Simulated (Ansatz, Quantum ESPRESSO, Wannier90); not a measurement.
# Ballistic channels from Wannier functions: zigzag K chain, bond 4.10 Å, width 0.8 Å, part 3 of 5

Aim: a Wannier model and the conductance steps that follow from it, for this wire: zigzag K chain, bond 4.10 Å, width 0.8 Å.

Quantum ESPRESSO 7.5 and Wannier90 3.1.0; plane-wave DFT, PBE, PseudoDojo norm-conserving pseudopotentials; cross-check by Ansatz 0.2.0 with PAW datasets.

So far. Step 2 (SCF with pw.x): The run needed 8 iterations to bring the estimated error under 1e-07 Ry; the largest force on any atom, held or free, is 0.04 eV/Å.

## (6) Localisation, bands and conductance

Level of this step: maximally localised Wannier functions and ballistic conductance; plane-wave DFT, PBE, PseudoDojo norm-conserving pseudopotentials (Wannier90).

After disentangling and localising, transport_mode = bulk builds principal layers from hoppings within dist_cutoff and counts open channels.

wan.win reads:

```
num_wann = 2
num_bands = 17
num_iter = 200
num_print_cycles = 20
conv_tol = 1e-8
conv_window = 5
guiding_centres = true
dis_num_iter = 1500
dis_conv_tol = 1e-8
dis_win_min = -12.4939
dis_win_max = 7.5061
dis_froz_max = 0.0061
search_shells = 120
fermi_energy = -1.4939

transport = true
transport_mode = bulk
one_dim_axis = z
dist_cutoff = 24.03
dist_cutoff_mode = one_dim
tran_win_min = -4.0
tran_win_max = 2.0
tran_energy_step = 0.02

bands_plot = true
bands_num_points = 96
begin kpoint_path
G 0.0 0.0 0.0 Z 0.0 0.0 0.5
end kpoint_path

begin projections
K:s
end projections

begin unit_cell_cart
ang
  9.0000000000 0.0000000000 0.0000000000
  0.0000000000 8.0000000000 0.0000000000
  0.0000000000 0.0000000000 8.0423877052
end unit_cell_cart

begin atoms_frac
  K  -0.0444444444 0.0000000000 0.0000000000
  K  0.0444444444 0.0000000000 0.5000000000
end atoms_frac

mp_grid = 1 1 6
begin kpoints
  0.0 0.0 0.0000000000
  0.0 0.0 0.1666666667
  0.0 0.0 0.3333333333
  0.0 0.0 0.5000000000
  0.0 0.0 0.6666666667
  0.0 0.0 0.8333333333
end kpoints
```

Command:

```sh
> OMP_NUM_THREADS=1 wannier90.x wan > wan.run.log
```

The program printed:

```text
[banner, memory and clock lines left out]
+---------------------------------------------------+
             |                                                   |
             |                   WANNIER90                       |
             |                                                   |
             +---------------------------------------------------+
             |                                                   |
             |        Welcome to the Maximally-Localized         |
             |        Generalized Wannier Functions code         |
             |                             |
             |                                                   |
             |                                                   |
             |  Wannier90 Developer Group:                       |
             |    Giovanni Pizzi    (EPFL)                       |
             |    Valerio Vitale    (Cambridge)                  |
             |    David Vanderbilt  (Rutgers University)         |
             |    Nicola Marzari    (EPFL)                       |
             |    Ivo Souza         (Universidad del Pais Vasco) |
             |    Arash A. Mostofi  (Imperial College London)    |
             |    Jonathan R. Yates (University of Oxford)       |
             |                                                   |
             |  For the full list of Wannier90 3.x authors,      |
             |  please check the code documentation and the      |
             |  README on the GitHub page of the code            |
             |                                                   |
             |                                                   |
             |                                                   |
             |  [ref] "Wannier90 as a community code:            |
             |        new features and applications",            |
             |        165902 (2020).                             |
             |            |
             |                                                   |
             |  in any publications arising from the use of      |
             |                                                   |
             |  [ref] "Maximally Localized Generalised Wannier   |
             |         Functions for Composite Energy Bands"     |
             |         N. Marzari and D. Vanderbilt              |
             |         Phys. Rev. B 56 12847 (1997)              |
             |                                                   |
             |  [ref] "Maximally Localized Wannier Functions     |
             |         for Entangled Energy Bands"               |
             |         I. Souza, N. Marzari and D. Vanderbilt    |
             |         Phys. Rev. B 65 035109 (2001)             |
             |                                                   |
             |                                                   |
             | Copyright (c) 1996-2020                           |
             |        The Wannier90 Developer Group and          |
             |        individual contributors                    |
             |                                                   |
             |      Release: 3.1.0        5th March    2020      |
             |                                                   |
             | This program is free software; you can            |
             | redistribute it and/or modify it under the terms  |
             | of the GNU General Public License as published by |
             | the Free Software Foundation; either version 2 of |
             | the License, or (at your option) any later version|
             |                                                   |
             | This program is distributed in the hope that it   |
             | will be useful, but WITHOUT ANY WARRANTY; without |
             | even the implied warranty of MERCHANTABILITY or   |
             | FITNESS FOR A PARTICULAR PURPOSE. See the GNU     |
             | General Public License for more details.          |
             |                                                   |
             | You should have received a copy of the GNU General|
             | Public License along with this program; if not,   |
             | write to the Free Software Foundation, Inc.,      |
             | 675 Mass Ave, Cambridge, MA 02139, USA.           |
             |                                                   |
             +---------------------------------------------------+
[date or host left out]
             +---------------------------------------------------+

 ******************************************************************************
 * -> Using CODATA 2006 constant values                                       *
 *    (                      *
 * -> Using Bohr value from CODATA                                            *
 ******************************************************************************

 Running in serial (with parallel executable)

                                    ------
                                    SYSTEM
                                    ------

                              Lattice Vectors (Ang)
                    a_1     9.000000   0.000000   0.000000
                    a_2     0.000000   8.000000   0.000000
                    a_3     0.000000   0.000000   8.042388

                   Unit Cell Volume:     579.05191  (Ang^3)

                        Reciprocal-Space Vectors (Ang^-1)
                    b_1     0.698132   0.000000   0.000000
                    b_2     0.000000   0.785398   0.000000
                    b_3     0.000000   0.000000   0.781259

 *----------------------------------------------------------------------------*
 |   Site       Fractional Coordinate          Cartesian Coordinate (Ang)     |
 +----------------------------------------------------------------------------+
 | K    1  -0.04444   0.00000   0.00000   |   -0.40000   0.00000   0.00000    |
 | K    2   0.04444   0.00000   0.50000   |    0.40000   0.00000   4.02119    |
 *----------------------------------------------------------------------------*
                                ------------
                                K-POINT GRID
                                ------------

             Grid size =  1 x  1 x  6      Total points =    6

 *---------------------------------- MAIN ------------------------------------*
 |  Number of Wannier Functions               :                 2             |
 |  Number of Objective Wannier Functions     :                 2             |
 |  Number of input Bloch states              :                17             |
[...]
Number of target bands to extract:    2

                   Unitarised projection of Wannier functions
   A_mn = <psi_m|g_n> --> S = A.A^+ --> U = S^-1/2.A
   In dis_project... done
   Using an inner window (linner = T)
   In dis_proj_froz... done

                   Extraction of optimally-connected subspace
 +---------------------------------------------------------------------+<-- DIS
 |  Iter     Omega_I(i-1)      Omega_I(i)      Delta (frac.)    Time   |<-- DIS
 +---------------------------------------------------------------------+<-- DIS
       1      16.04472875      13.76673187       1.655E-01      0.00    <-- DIS
       2      13.85102745      13.76673187       6.123E-03      0.00    <-- DIS
       3      13.80887966      13.76673187       3.062E-03      0.00    <-- DIS
       4      13.78780577      13.76673187       1.531E-03      0.00    <-- DIS
       5      13.77726882      13.76673187       7.654E-04      0.00    <-- DIS
       6      13.77200034      13.76673187       3.827E-04      0.00    <-- DIS
       7      13.76936611      13.76673187       1.913E-04      0.00    <-- DIS
       8      13.76804899      13.76673187       9.567E-05      0.00    <-- DIS
       9      13.76739043      13.76673187       4.784E-05      0.00    <-- DIS
      10      13.76706115      13.76673187       2.392E-05      0.00    <-- DIS
      11      13.76689651      13.76673187       1.196E-05      0.00    <-- DIS
      12      13.76681419      13.76673187       5.980E-06      0.00    <-- DIS
      13      13.76677303      13.76673187       2.990E-06      0.00    <-- DIS
      14      13.76675245      13.76673187       1.495E-06      0.00    <-- DIS
      15      13.76674216      13.76673187       7.475E-07      0.00    <-- DIS
      16      13.76673702      13.76673187       3.737E-07      0.00    <-- DIS
      17      13.76673444      13.76673187       1.869E-07      0.00    <-- DIS
      18      13.76673316      13.76673187       9.343E-08      0.00    <-- DIS
      19      13.76673251      13.76673187       4.672E-08      0.00    <-- DIS
      20      13.76673219      13.76673187       2.336E-08      0.00    <-- DIS
      21      13.76673203      13.76673187       1.168E-08      0.00    <-- DIS
      22      13.76673195      13.76673187       5.839E-09      0.00    <-- DIS
      23      13.76673191      13.76673187       2.920E-09      0.00    <-- DIS
      24      13.76673189      13.76673187       1.460E-09      0.00    <-- DIS

             <<<      Delta < 1.000E-08  over  3 iterations     >>>
             <<< Disentanglement convergence criteria satisfied >>>

        Final Omega_I    13.76673187 (Ang^2)

 +----------------------------------------------------------------------------+

 Time to disentangle bands      0.002 (sec)

 Writing checkpoint file wan.chk... done

 *------------------------------- WANNIERISE ---------------------------------*
 +--------------------------------------------------------------------+<-- CONV
 | Iter  Delta Spread     RMS Gradient      Spread (Ang^2)      Time  |<-- CONV
 +--------------------------------------------------------------------+<-- CONV

 Initial State
  WF centre and spread    1  ( -0.127171, -0.000000, -1.675201 )    20.61363945
  WF centre and spread    2  (  0.127171,  0.000000,  2.345992 )    20.61363898
  Sum of centres and spreads (  0.000000, -0.000000,  0.670791 )    41.22727843

      0     0.412E+02     0.0000000000       41.2272784311       0.00  <-- CONV
        O_D=     11.7277691 O_OD=     15.7327774 O_TOT=     41.2272784 <-- SPRD
 Cycle:      1
  WF centre and spread    1  ( -0.125083, -0.000000, -1.735613 )    15.10607216
  WF centre and spread    2  (  0.125083,  0.000000,  2.285581 )    15.10607210
  Sum of centres and spreads (  0.000000, -0.000000,  0.549968 )    30.21214426

      1    -0.110E+02    28.8281999027       30.2121442565       0.00  <-- CONV
        O_D=      3.4093296 O_OD=     13.0360828 O_TOT=     30.2121443 <-- SPRD
 Delta: O_D= -0.8318440E+01 O_OD= -0.2696695E+01 O_TOT= -0.1101513E+02 <-- DLTA
 Cycle:     20
  WF centre and spread    1  (  0.000001,  0.000000, -2.010598 )     7.13549518
  WF centre and spread    2  ( -0.000001, -0.000000,  2.010596 )     7.13549515
  Sum of centres and spreads (  0.000000, -0.000000, -0.000003 )    14.27099033

     20    -0.591E-09     0.0001480295       14.2709903258       0.00  <-- CONV
        O_D=      0.0000000 O_OD=      0.5042585 O_TOT=     14.2709903 <-- SPRD
 Delta: O_D= -0.1249384E-10 O_OD= -0.5786507E-09 O_TOT= -0.5911431E-09 <-- DLTA

             <<<     Delta < 1.000E-08  over  5 iterations     >>>
             <<< Wannierisation convergence criteria satisfied >>>

 Final State
  WF centre and spread    1  (  0.000000,  0.000000, -2.010597 )     7.13549518
  WF centre and spread    2  ( -0.000000, -0.000000,  2.010597 )     7.13549515
  Sum of centres and spreads (  0.000000, -0.000000,  0.000000 )    14.27099033

         Spreads (Ang^2)       Omega I      =    13.766731871
        ================       Omega D      =     0.000000000
                               Omega OD     =     0.504258454
    Final Spread (Ang^2)       Omega Total  =    14.270990325
 Time for wannierise            0.002 (sec)

 Writing checkpoint file wan.chk... done

 *---------------------------------------------------------------------------*
 |                               PLOTTING                                    |
 *---------------------------------------------------------------------------*

 Translated centres
    translation centre in fractional coordinate:  0.000000  0.000000  0.250000
  WF centre     1  (  0.000000,  0.000000, -2.010597 )
  WF centre     2  ( -0.000000, -0.000000,  2.010597 )

 Calculating interpolated band-structure

 Time to calculate interpolated band structure       0.001 (sec)

 Time for plotting              0.004 (sec)

 *---------------------------------------------------------------------------*
 |                              TRANSPORT                                    |
 *---------------------------------------------------------------------------*

 Calculation of Quantum Conductance and DoS: bulk mode

 Maximum imaginary part of the real-space Hamiltonian:     0.000000

     Maximum real part of the real-space Hamiltonian at each lattice point
            Lattice point R           Max |H_ij(R)|
                  -4                     0.000000
                  -3                     0.022479
                  -2                     0.050161
                  -1                     0.506296
                   0                     1.320008
                   1                     0.506296
                   2                     0.050161
                   3                     0.022479
                   4                     0.000000

 Number of unit cells inside the principal layer:     3
 Number of Wannier Functions inside the principal layer:     6

 Calculating quantum conductance and density of states... done

 Time for transport             0.014 (sec)
 Total Execution Time           0.054 (sec)

 *===========================================================================*
 |                             TIMING INFORMATION                            |
 *===========================================================================*
 |    Tag                                                Ncalls      Time (s)|
 |---------------------------------------------------------------------------|
 |kmesh: get                                        :         1         0.014|
 |overlap: allocate                                 :         1         0.000|
 |overlap: read                                     :         1         0.011|
 |dis: main                                         :         1         0.002|
 |wann: main                                        :         1         0.002|
 |plot: main                                        :         1         0.004|
 |tran: main                                        :         1         0.014|
 *---------------------------------------------------------------------------*

 All done: wannier90 exiting
[key lines of the parts left out:]
|  Fermi energy (eV)                         :            -1.494             |
```

Run time: 0.51 s. Hardware: 1 MPI rank of Arm Neoverse N1, shared host; peak memory 0.09 GiB.

Numbers from this step:

```
lead channels at the Fermi level, one spin                                        : 1.0000
total spread                                                                      : 14.27 Å²
gauge-invariant spread                                                            : 13.77 Å²
largest misfit to plane-wave levels between mesh points, inside the frozen window : 0.06713 eV
```

Per spin. Quantum conductance of the perfect wire, open channels against energy, zero at the Fermi level:

| energy (eV) | quantum conductance of the perfect wire, open channels |
| --- | --- |
| -1.020 | 0 |
| -0.500 | 1 |
| 0.000 | 1 |
| 0.500 | 1 |
| 1.000 | 1 |
| 1.500 | 1 |
| 2.000 | 4.0e-9 |

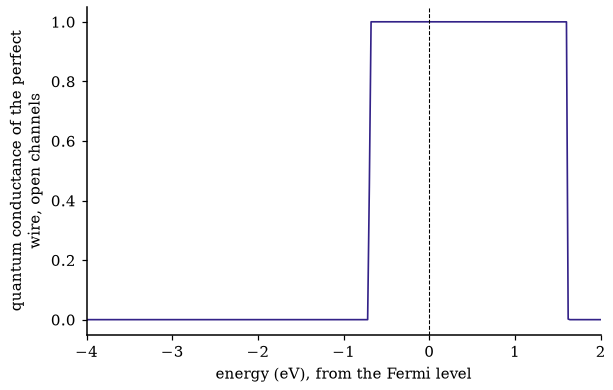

Quantum conductance of the perfect wire, open channels, plotted against energy.

Wannier functions:

| no. | x (Å) | y (Å) | z (Å) | spread (Å²) |
| --- | --- | --- | --- | --- |
| 1 | 0 | 0 | -2.011 | 7.136 |
| 2 | 0 | 0 | 2.011 | 7.136 |

The electronic bands at the labelled points (eV, zero at the Fermi level; # counts the bands kept):

| point | #1 | #2 |
| --- | --- | --- |
| Γ | -0.68 | 1.64 |
| Z | -0.01 | -0.01 |

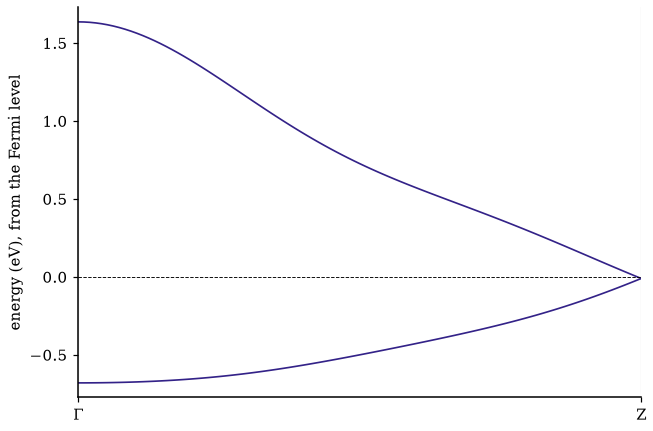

Electronic bands along the path.

Bands and channels are those of the Wannier model: bands that were not projected, and all outside the frozen window, are missing or only approximate.

## (7) Neighbour list from wannier90 -pp, with dis_win_max − E_F = 4.0

A sensitivity test on the input.

wan_w.win is the input of step 6 with these lines changed:

```diff
@@ -10,3 +10,3 @@
 dis_win_min = -12.4939
-dis_win_max = 7.5061
+dis_win_max = 2.5061
 dis_froz_max = 0.0061
```

Command:

```sh
> OMP_NUM_THREADS=1 wannier90.x -pp wan_w > wan_w.pp.log
```

Wall time 0.48 s (1 MPI rank); peak memory 0.09 GiB.

## (8) Overlaps and projections

The follow-up step for that run.

wan_w.p2w.in reads:

```
&inputpp
  prefix = 'nscf'
  outdir = './out'
  seedname = 'wan_w'
  write_mmn = .true.
  write_amn = .true.
  write_unk = .false.
/
```

Command:

```sh
> OMP_NUM_THREADS=1 mpirun -n 4 pw2wannier90.x -in wan_w.p2w.in > wan_w.p2w.out
```

Wall time 5.2 s (4 MPI ranks); peak memory 0.25 GiB; 21 s of CPU time.

[end of part 3 of 5]

[Logs are printed without paths, hosts, clocks, repeated set-up lines and the standing remarks that a program may print on its own settings, such as how far it seeks lower states.]

[Hosts, paths, dates, database ids (printed as entryN), source tags and the programs' standing remarks are cut or masked in the printed files.]

[Maps of the electrostatic potential energy from Ansatz leave out the sawtooth potential of an applied field or a dipole correction, so their vacuum need not be flat; planar profiles and work functions include it.]
